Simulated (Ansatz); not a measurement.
# CSi2: levels of theory

Aim: for CSi2, compare levels of theory; the runs are relaxing the atoms and harmonic vibrations.

Computed with Ansatz 0.2.0 (MP2 on Hartree-Fock, Gaussian basis cc-pV(T+d)Z, and further levels as typed in the inputs, unless a step's input says otherwise).

**1. The system as given**

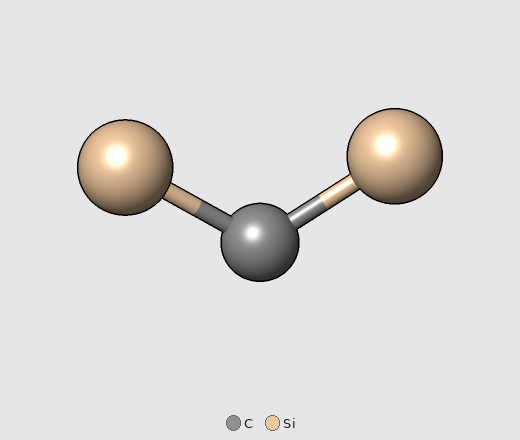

Start, viewed from a chosen angle; carbon grey, silicon light orange.

Structure file:

```xyz
3

C     0.0000    0.0000    0.0000
Si    1.4279    0.0000    0.9096
Si   -1.4279    0.0000    0.9096
```

**2. Relaxing the atoms: CSi2**

Contents of input.yaml:

```yaml
relax:
  f_tol: 0.0008
  max_steps: 200
crystal:
  periodic: [false, false, false]
  atoms:
    - { symbol: C, position_ang: [0.0, 0.0, 0.0] }
    - { symbol: Si, position_ang: [1.42786, 0.0, 0.90965] }
    - { symbol: Si, position_ang: [-1.42786, 0.0, 0.90965] }
basis:
  gaussian: { orbitals: "cc-pV(T+d)Z.json" }
hamiltonian:
  xc: hf
correlation:
  method: mp2
```

Started as:

```
> ansatz run input.yaml --threads 4 --pin off --max-ram 14336MiB --backend cpu --events-out ev --progress --plain --runs-dir out
```

Log, cut to the lines that bear on the results:

```text
Warning: RAYON_NUM_THREADS=4 ignored (pool sized by the plan → 4); use --threads N
[...]
Functional definition: HF
[...]
760 factors; integrals over basis functions are off by at most 1.6e-4 eV
[...]
mean field -16752.75623404 eV, -615.6524361751 hartree, gradient 2.8e-6 eV, S^2 0.000000; 0 other end points of the search recorded, 0 dependent functions left out
11 core orbitals not correlated: weight in the atoms' cores, before any rotation towards them, 1.000 or more for the frozen orbitals, at most 0.000 for the correlated occupied ones
reference -16752.75623404 eV, -615.6524361751 hartree; 6, 6 occupied and 91, 91 virtual orbitals, 760 factors
second order -9.24222952 eV of doubles, -0.00000000 eV of singles
[...]
relax step   1: F+E_penalty+E_count = -16761.99846356 eV  Δ(F+E_penalty+E_count) = +0.000e0 eV  max|allowed force component| = 5.201e-1 eV/Å  Δτ_max = 0.0000 Å  (73 SCF iters, accepted)
[...]
relax step   4: F+E_penalty+E_count = -16762.00591425 eV  Δ(F+E_penalty+E_count) = -4.779e-4 eV  max|allowed force component| = 8.226e-4 eV/Å  Δτ_max = 0.0131 Å  (69 SCF iters, accepted)
[...]
relax step   5: F+E_penalty+E_count = -16762.00591437 eV  Δ(F+E_penalty+E_count) = -1.215e-7 eV  max|allowed force component| = 3.188e-5 eV/Å  Δτ_max = 0.0002 Å  (70 SCF iters, accepted)
[...]
760 factors; integrals over basis functions are off by at most 1.5e-4 eV
[...]
mean field -16752.71780823 eV, -615.6510240526 hartree, gradient 2.1e-6 eV, S^2 0.000000; 1 other end points of the search recorded, 0 dependent functions left out
11 core orbitals not correlated: weight in the atoms' cores, before any rotation towards them, 1.000 or more for the frozen orbitals, at most 0.000 for the correlated occupied ones
reference -16752.71780823 eV, -615.6510240526 hartree; 6, 6 occupied and 91, 91 virtual orbitals, 760 factors
second order -9.28810613 eV of doubles, -0.00000000 eV of singles
[...]
Total energy: -16762.00591437 eV, -615.9923556573 hartree
Atom 0 at     0.000000    -0.000000    -0.023244 Å, force     0.000000    -0.000000     0.000010 eV/Å
Atom 1 at     1.423584    -0.000000     0.921272 Å, force     0.000032     0.000000    -0.000005 eV/Å
Atom 2 at    -1.423584     0.000000     0.921272 Å, force    -0.000032     0.000000    -0.000005 eV/Å
Dipole moment:     0.000000     0.000000     0.182518 e Å
Checks for a lower state left out: cluster_reference
```

It took 4.6 s on 4 threads of Intel Xeon Platinum 8488C (Sapphire Rapids), shared host; peak memory 0.22 GiB.

The steps of the relaxation:

| step | E - E(step 1) (eV) | largest force component (eV/Å) |
| --- | --- | --- |
| 1 | 0.0000 | 0.5201 |
| 2 | -0.0051 | 0.2736 |
| 3 | -0.0070 | 0.0319 |
| 4 | -0.0075 | 0.0008 |
| 5 | -0.0075 | 0.0000 |

Step 1 is the start.

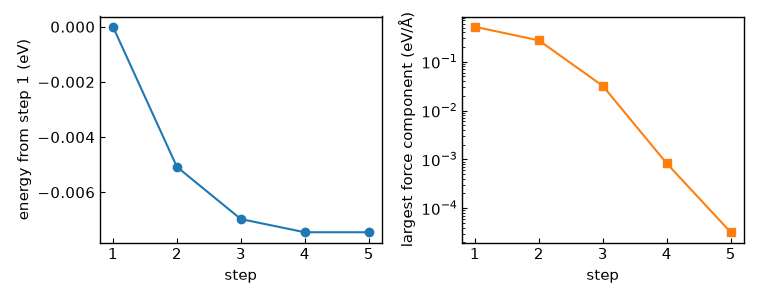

Energy and largest force along the relaxation.

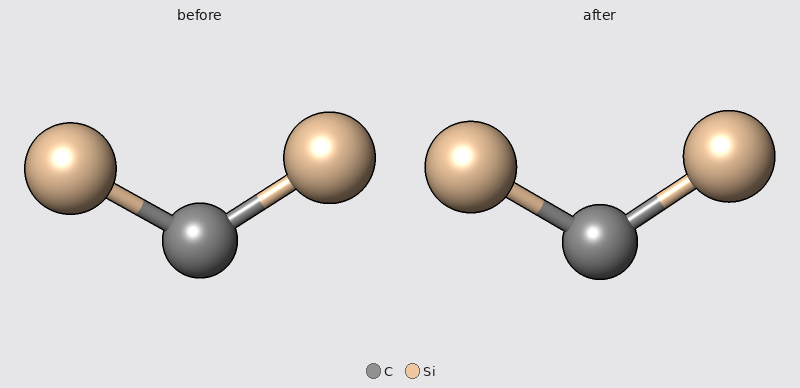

The structure before (left) and after (right) the relaxation, drawn at the same scale. The change is too small to see at this scale.

Before: Bond lengths: C1–Si2 1.693 Å, C1–Si3 1.693 Å. Angles: Si2–C1–Si3 115.0°.

After: Bond lengths: C1–Si2 1.708 Å, C1–Si3 1.708 Å. Angles: Si2–C1–Si3 112.9°.

**3. Harmonic vibrations**

It takes the final geometry of step 2.

Contents of input.yaml:

```yaml
crystal:
  periodic: [false, false, false]
  atoms:
    - { symbol: C, position_ang: [0.0, 0.0, -0.02324373] }
    - { symbol: Si, position_ang: [1.42358433, 0.0, 0.92127186] }
    - { symbol: Si, position_ang: [-1.42358433, 0.0, 0.92127186] }
basis:
  gaussian: { orbitals: "cc-pV(T+d)Z.json" }
hamiltonian:
  xc: hf
correlation:
  method: mp2
phonons: {}
```

Started as:

```
> ansatz run input.yaml --threads 4 --pin off --max-ram 14336MiB --backend cpu --events-out ev --progress --plain --runs-dir out
```

Log, cut to the lines that bear on the results:

```text
Warning: RAYON_NUM_THREADS=4 ignored (pool sized by the plan → 4); use --threads N
[...]
[... 1 set-up line as earlier in the session ...]
[...]
760 factors; integrals over basis functions are off by at most 1.5e-4 eV
[...]
mean field -16752.71780824 eV, -615.6510240528 hartree, gradient 2.9e-6 eV, S^2 0.000000; 0 other end points of the search recorded, 0 dependent functions left out
11 core orbitals not correlated: weight in the atoms' cores, before any rotation towards them, 1.000 or more for the frozen orbitals, at most 0.000 for the correlated occupied ones
reference -16752.71780824 eV, -615.6510240528 hartree; 6, 6 occupied and 91, 91 virtual orbitals, 760 factors
second order -9.28810614 eV of doubles, -0.00000000 eV of singles
[...]
760 factors; integrals over basis functions are off by at most 1.5e-4 eV
[...]
mean field -16752.71917214 eV, -615.6510741751 hartree, gradient 2.0e-6 eV, S^2 0.000000; 0 other end points of the search recorded, 0 dependent functions left out
11 core orbitals not correlated: weight in the atoms' cores, before any rotation towards them, 1.000 or more for the frozen orbitals, at most 0.000 for the correlated occupied ones
reference -16752.71917214 eV, -615.6510741751 hartree; 6, 6 occupied and 91, 91 virtual orbitals, 760 factors
second order -9.28672693 eV of doubles, -0.00000000 eV of singles
[...]
Total energy: -16762.00591438 eV, -615.9923556577 hartree
Atom 0 at     0.000000     0.000000    -0.023244 Å, force     0.000000     0.000000     0.000010 eV/Å
Atom 1 at     1.423584     0.000000     0.921272 Å, force     0.000032    -0.000000    -0.000005 eV/Å
Atom 2 at    -1.423584     0.000000     0.921272 Å, force    -0.000032    -0.000000    -0.000005 eV/Å
Dipole moment:    -0.000000    -0.000000     0.182518 e Å
Vibrations: 157.84 843.47 1184.75 cm⁻¹, zero-point energy 0.135519 eV
Checks for a lower state left out: cluster_reference
```

It took 5.5 s on 4 threads of Intel Xeon Platinum 8488C (Sapphire Rapids), shared host; peak memory 0.22 GiB.

Harmonic frequencies from the force constants, with rigid motions projected out (i: imaginary):

```tsv
mode	cm⁻¹
1	158
2	844
3	1186
```

**4. Relaxing the atoms: CCSD(T) on Hartree-Fock, Gaussian basis cc-pV(T+d)Z**

Contents of input.yaml:

```yaml
relax:
  f_tol: 0.0008
  max_steps: 200
crystal:
  periodic: [false, false, false]
  atoms:
    - { symbol: C, position_ang: [0.0, 0.0, 0.0] }
    - { symbol: Si, position_ang: [1.42786, 0.0, 0.90965] }
    - { symbol: Si, position_ang: [-1.42786, 0.0, 0.90965] }
basis:
  gaussian: { orbitals: "cc-pV(T+d)Z.json" }
hamiltonian:
  xc: hf
correlation:
  method: ccsd_t
```

Started as:

```
> ansatz run input.yaml --threads 4 --pin off --max-ram 14336MiB --backend cpu --events-out ev --progress --plain --runs-dir out
```

Log, cut to the lines that bear on the results:

```text
Warning: RAYON_NUM_THREADS=4 ignored (pool sized by the plan → 4); use --threads N
[...]
[... 1 set-up line as earlier in the session ...]
[...]
760 factors; integrals over basis functions are off by at most 1.6e-4 eV
[...]
mean field -16752.75623404 eV, -615.6524361751 hartree, gradient 2.8e-6 eV, S^2 0.000000; 0 other end points of the search recorded, 0 dependent functions left out
11 core orbitals not correlated: weight in the atoms' cores, before any rotation towards them, 1.000 or more for the frozen orbitals, at most 0.000 for the correlated occupied ones
reference -16752.75623404 eV, -615.6524361751 hartree; 6, 6 occupied and 91, 91 virtual orbitals, 760 factors
second order -9.24222952 eV of doubles, -0.00000000 eV of singles
cycle   1  -9.21387110 eV  change    2.8e-2 eV  update   1.1e-1
[...]
perturbative correction -0.71494506 eV, -0.0262737462 hartree
[...]
mean field -16752.73321993 eV, -615.6515904219 hartree, gradient 1.9e-6 eV, S^2 0.000000; 1 other end points of the search recorded, 0 dependent functions left out
11 core orbitals not correlated: weight in the atoms' cores, before any rotation towards them, 1.000 or more for the frozen orbitals, at most 0.000 for the correlated occupied ones
reference -16752.73321993 eV, -615.6515904219 hartree; 6, 6 occupied and 91, 91 virtual orbitals, 760 factors
second order -9.27164010 eV of doubles, -0.00000000 eV of singles
[...]
cycle  12  -9.72063510 eV  change    3.6e-6 eV  update   3.2e-6
[...]
perturbative correction -0.72531733 eV, -0.0266549204 hartree
[...]
Total energy: -16763.17917236 eV, -616.0354720933 hartree
Atom 0 at     0.000000    -0.000000    -0.004378 Å, force    -0.000000     0.000000    -0.000585 eV/Å
Atom 1 at     1.438589    -0.000000     0.911839 Å, force    -0.000198    -0.000000     0.000292 eV/Å
Atom 2 at    -1.438589     0.000000     0.911839 Å, force     0.000198    -0.000000     0.000292 eV/Å
Dipole moment:    -0.000000     0.000000     0.192435 e Å
```

It took 20 s on 4 threads of Intel Xeon Platinum 8488C (Sapphire Rapids), shared host; peak memory 0.65 GiB.

Step by step:

```csv
step,energy from step 1 (eV),largest force component (eV/Å)
1,0.0000,0.4245
2,-0.0041,0.2025
3,-0.0052,0.0085
4,-0.0052,0.0006
```

Step 1 is the start.

Before: Bond lengths: C1–Si2 1.693 Å, C1–Si3 1.693 Å. Angles: Si2–C1–Si3 115.0°.

After: Bond lengths: C1–Si2 1.706 Å, C1–Si3 1.706 Å. Angles: Si2–C1–Si3 115.0°.

**5. Harmonic vibrations**

It takes the final geometry of step 4.

Contents of input.yaml:

```yaml
crystal:
  periodic: [false, false, false]
  atoms:
    - { symbol: C, position_ang: [0.0, 0.0, -0.00437788] }
    - { symbol: Si, position_ang: [1.43858917, 0.0, 0.91183894] }
    - { symbol: Si, position_ang: [-1.43858917, 0.0, 0.91183894] }
basis:
  gaussian: { orbitals: "cc-pV(T+d)Z.json" }
hamiltonian:
  xc: hf
correlation:
  method: ccsd_t
phonons: {}
```

Started as:

```
> ansatz run input.yaml --threads 4 --pin off --max-ram 14336MiB --backend cpu --events-out ev --progress --plain --runs-dir out
```

Log, cut to the lines that bear on the results:

```text
Warning: RAYON_NUM_THREADS=4 ignored (pool sized by the plan → 4); use --threads N
[...]
[... 1 set-up line as earlier in the session ...]
[...]
760 factors; integrals over basis functions are off by at most 1.5e-4 eV
[...]
mean field -16752.73321993 eV, -615.6515904219 hartree, gradient 2.9e-6 eV, S^2 0.000000; 0 other end points of the search recorded, 0 dependent functions left out
11 core orbitals not correlated: weight in the atoms' cores, before any rotation towards them, 1.000 or more for the frozen orbitals, at most 0.000 for the correlated occupied ones
reference -16752.73321993 eV, -615.6515904219 hartree; 6, 6 occupied and 91, 91 virtual orbitals, 760 factors
second order -9.27164011 eV of doubles, -0.00000000 eV of singles
cycle   1  -9.22369124 eV  change    4.8e-2 eV  update   1.1e-1
[...]
perturbative correction -0.72531731 eV, -0.0266549196 hartree
[...]
760 factors; integrals over basis functions are off by at most 1.5e-4 eV
[...]
11 core orbitals not correlated: weight in the atoms' cores, before any rotation towards them, 1.000 or more for the frozen orbitals, at most 0.000 for the correlated occupied ones
reference -16752.73445916 eV, -615.6516359628 hartree; 6, 6 occupied and 91, 91 virtual orbitals, 760 factors
second order -9.27030010 eV of doubles, -0.00000000 eV of singles
[...]
cycle  12  -9.71976394 eV  change    3.1e-6 eV  update   3.2e-6
[...]
perturbative correction -0.72493453 eV, -0.0266408524 hartree
[...]
Total energy: -16763.17917225 eV, -616.0354720894 hartree
Atom 0 at     0.000000     0.000000    -0.004378 Å, force    -0.000000     0.000000    -0.000585 eV/Å
Atom 1 at     1.438589     0.000000     0.911839 Å, force    -0.000198    -0.000000     0.000292 eV/Å
Atom 2 at    -1.438589     0.000000     0.911839 Å, force     0.000198    -0.000000     0.000292 eV/Å
Dipole moment:    -0.000000     0.000000     0.192435 e Å
Vibrations: 147.61 837.85 1204.35 cm⁻¹, zero-point energy 0.135751 eV
```

Wall time 29 s (4 threads of Intel Xeon Platinum 8488C (Sapphire Rapids), shared host); peak memory 0.64 GiB.

Harmonic frequencies from the force constants, with rigid motions projected out (i: imaginary):

```tsv
mode	cm⁻¹
1	148
2	839
3	1205
```

**6. Relaxing the atoms: CCSD(T) on Hartree-Fock, Gaussian basis cc-pV(Q+d)Z**

Contents of input.yaml:

```yaml
relax:
  f_tol: 0.0008
  max_steps: 200
crystal:
  periodic: [false, false, false]
  atoms:
    - { symbol: C, position_ang: [0.0, 0.0, 0.0] }
    - { symbol: Si, position_ang: [1.42786, 0.0, 0.90965] }
    - { symbol: Si, position_ang: [-1.42786, 0.0, 0.90965] }
basis:
  gaussian: { orbitals: "cc-pV(Q+d)Z.json" }
hamiltonian:
  xc: hf
correlation:
  method: ccsd_t
```

Started as:

```
> ansatz run input.yaml --threads 4 --pin off --max-ram 14336MiB --backend cpu --events-out ev --progress --plain --runs-dir out
```

Log, cut to the lines that bear on the results:

```text
Warning: RAYON_NUM_THREADS=4 ignored (pool sized by the plan → 4); use --threads N
[...]
[... 1 set-up line as earlier in the session ...]
[...]
1257 factors; integrals over basis functions are off by at most 1.5e-4 eV
[...]
mean field -16752.95477840 eV, -615.6597325455 hartree, gradient 3.5e-6 eV, S^2 0.000000; 0 other end points of the search recorded, 0 dependent functions left out
11 core orbitals not correlated: weight in the atoms' cores, before any rotation towards them, 1.000 or more for the frozen orbitals, at most 0.000 for the correlated occupied ones
reference -16752.95477840 eV, -615.6597325455 hartree; 6, 6 occupied and 166, 166 virtual orbitals, 1257 factors
second order -9.84278693 eV of doubles, -0.00000000 eV of singles
cycle   1  -9.65860902 eV  change    1.8e-1 eV  update   1.1e-1
[...]
perturbative correction -0.76852229 eV, -0.0282426734 hartree
[...]
mean field -16752.94141297 eV, -615.6592413751 hartree, gradient 2.3e-6 eV, S^2 0.000000; 1 other end points of the search recorded, 0 dependent functions left out
[...]
11 core orbitals not correlated: weight in the atoms' cores, before any rotation towards them, 1.000 or more for the frozen orbitals, at most 0.000 for the correlated occupied ones
reference -16752.94141297 eV, -615.6592413751 hartree; 6, 6 occupied and 166, 166 virtual orbitals, 1257 factors
second order -9.85906819 eV of doubles, -0.00000000 eV of singles
[...]
cycle  12  -10.16614508 eV  change    3.1e-6 eV  update   3.4e-6
[...]
perturbative correction -0.77440931 eV, -0.0284590173 hartree
[...]
Total energy: -16763.88196736 eV, -616.0612993332 hartree
Atom 0 at     0.000000    -0.000000    -0.003746 Å, force    -0.000000    -0.000000    -0.000109 eV/Å
Atom 1 at     1.432768     0.000000     0.911523 Å, force    -0.000087     0.000000     0.000054 eV/Å
Atom 2 at    -1.432768     0.000000     0.911523 Å, force     0.000087    -0.000000     0.000054 eV/Å
Dipole moment:    -0.000000    -0.000000     0.198828 e Å
```

Wall time 3 min (4 threads of Intel Xeon Platinum 8488C (Sapphire Rapids), shared host); peak memory 3.6 GiB.

Step by step:

```
step  E - E(step 1) (eV)  largest force component (eV/Å)
   1              0.0000                          0.2440
   2             -0.0013                          0.1183
   3             -0.0017                          0.0059
   4             -0.0017                          0.0037
   5             -0.0017                          0.0001
```

Step 1 is the start.

Before: Bond lengths: C1–Si2 1.693 Å, C1–Si3 1.693 Å. Angles: Si2–C1–Si3 115.0°.

After: Bond lengths: C1–Si2 1.700 Å, C1–Si3 1.700 Å. Angles: Si2–C1–Si3 114.9°.

**7. Summary of results**

```
step                                                level  energy above the lowest (eV)  charge  2S+1 typed  ⟨S²⟩  dipole (D)   time
   2      MP2 on Hartree-Fock, Gaussian basis cc-pV(T+d)Z                         0.000       0           1  0.00        0.88  4.6 s
   3      MP2 on Hartree-Fock, Gaussian basis cc-pV(T+d)Z                         0.000       0           1  0.00        0.88  5.5 s
   4  CCSD(T) on Hartree-Fock, Gaussian basis cc-pV(T+d)Z                         0.000       0           1  0.00        0.92   20 s
   5  CCSD(T) on Hartree-Fock, Gaussian basis cc-pV(T+d)Z                         0.000       0           1  0.00        0.92   29 s
   6  CCSD(T) on Hartree-Fock, Gaussian basis cc-pV(Q+d)Z                           n/a       0           1  0.00        0.96  3 min
```

Energies compare only among runs of one formula, size, charge, level and basis; each such set counts from its lowest member.

| quantity | value |
| --- | --- |
| harmonic frequencies (step 3) | 158 to 1186 cm⁻¹ |
| zero-point energy (step 3) | 0.136 eV |
| harmonic frequencies (step 5) | 148 to 1205 cm⁻¹ |
| zero-point energy (step 5) | 0.136 eV |

**Reading.** In step 3 all modes are real: a minimum. In step 5 all modes are real: a minimum.
